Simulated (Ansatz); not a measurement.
# HSE06/STO-3G run of [HF2]− (SMILES F[H-]F)

Aim: the vertical ionisation energy of [HF2]− at HSE06/STO-3G, from 2 runs. 

The calculation is run with Ansatz 0.2.0.

1 further run of the same task is left out (set aside as unsound or not needed).

## 1. The molecule

[HF2]−: 3 atoms, total charge -1, spin state singlet. SMILES: `F[H-]F`. The coordinates come from a PBE0-D4/def2-TZVPD relaxation.

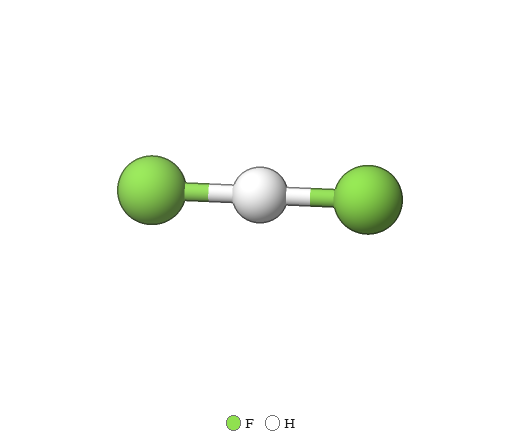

The structure, seen from a chosen angle (fluorine green, hydrogen white).

## 2. The energy at HSE06/STO-3G

Input file molecule.yaml:

```yaml
crystal:
  periodic: [false, false, false]
  atoms:
    - {symbol: F, position_ang: [-0.973200, 0.344400, -0.491000]}
    - {symbol: H, position_ang: [-0.000000, 0.000000, -0.000000]}
    - {symbol: F, position_ang: [0.973200, -0.344400, 0.491000]}
basis:
  gaussian:
    orbitals: STO-3G
total_charge: -1
hamiltonian:
  xc: hse06
accuracy: high
```

Launch:

```
$ ansatz run molecule.yaml --threads 1 --pin off --max-ram 2610MiB --events-out events.jsonl --progress --plain --runs-dir runs
```

What it wrote:

```text
Warning: RAYON_NUM_THREADS=1 ignored (pool sized by the plan → 1); use --threads N
Functional definition: HSE06
  name "HSE06"
  parameter a = 0.25
  parameter omega = 0.11/bohr
  exchange = pbe_x - a*pbe_x_sr(omega) + a*exact_x_sr(omega)
  correlation = pbe_c
160 factors; integrals over basis functions are off by at most 3.7e-8 eV
35 factors; integrals over basis functions are off by at most 3.0e-10 eV
mean field evaluation 1: about -5358.6985 eV, gradient 5.9e0 eV
mean field evaluation 2: about -5358.8365 eV, gradient 1.6e0 eV
mean field evaluation 4: about -5358.8461 eV, gradient 2.2e-2 eV
mean field evaluation 8: about -5358.8537 eV, gradient 2.5e-4 eV
mean field -5358.85371122 eV, -196.9342415258 hartree, gradient 1.2e-9 eV, S^2 0.000000; 0 other end points of the search recorded, 0 dependent functions left out
reference -5358.85371220 eV, -196.9342415618 hartree; 10, 10 occupied and 1, 1 virtual orbitals, 160 factors
Total energy: -5358.85371220 eV, -196.9342415618 hartree
```

It took 0.62 s on 1 thread of Arm Neoverse V1, shared host.

## 3. Doublet neutral HF2

Input file in.yaml:

```yaml
crystal:
  periodic: [false, false, false]
  atoms:
    - {symbol: F, position_ang: [-0.973200, 0.344400, -0.491000]}
    - {symbol: H, position_ang: [-0.000000, 0.000000, -0.000000]}
    - {symbol: F, position_ang: [0.973200, -0.344400, 0.491000]}
basis:
  gaussian:
    orbitals: STO-3G
magnetization:
  spin_polarized: true
  initial_magnetization: 1
hamiltonian:
  xc: hse06
accuracy: high
```

Launch:

```
$ ansatz run in.yaml --threads 1 --pin off --max-ram 2610MiB --events-out events.jsonl --progress --plain --runs-dir runs
```

What it wrote, cut to the lines that bear on the results:

```text
Warning: RAYON_NUM_THREADS=1 ignored (pool sized by the plan → 1); use --threads N
[... 6 set-up lines as earlier in the session ...]
160 factors; integrals over basis functions are off by at most 3.7e-8 eV
35 factors; integrals over basis functions are off by at most 3.0e-10 eV
mean field evaluation 1: about -5361.9138 eV, gradient 4.0e0 eV
mean field evaluation 2: about -5362.0445 eV, gradient 1.0e0 eV
mean field evaluation 4: about -5362.0559 eV, gradient 8.9e-2 eV
mean field evaluation 8: about -5362.0560 eV, gradient 3.4e-5 eV
mean field evaluation 16: about -5362.1980 eV, gradient 8.6e-1 eV
mean field evaluation 32: about -5362.0528 eV, gradient 3.8e-2 eV
mean field -5362.25053320 eV, -197.0590724312 hartree, gradient 8.4e-9 eV, S^2 0.764767; 4 other end points of the search recorded, 0 dependent functions left out
reference -5362.25053419 eV, -197.0590724674 hartree; 10, 9 occupied and 1, 2 virtual orbitals, 160 factors
Total energy: -5362.25053419 eV, -197.0590724674 hartree
```

Wall time 2.9 s (1 thread of Arm Neoverse V1, shared host); peak memory 0.097 GiB.

## 4. Summary of results

At HSE06/STO-3G:

| quantity | value |
| --- | --- |
| singlet [HF2]−: total energy | -196.93424 Eh |
| doublet neutral HF2: total energy | -197.05907 Eh |
| doublet neutral HF2: ⟨S²⟩ | 0.765 |
| vertical detachment energy (to the doublet neutral) | -3.397 eV |

The species is unbound against losing an electron at this level, by 3.40 eV (−328 kJ/mol); missing correlation or diffuse functions can give that sign where the real anion is bound. In a minimal basis such a difference can be off by several eV, whatever the method.
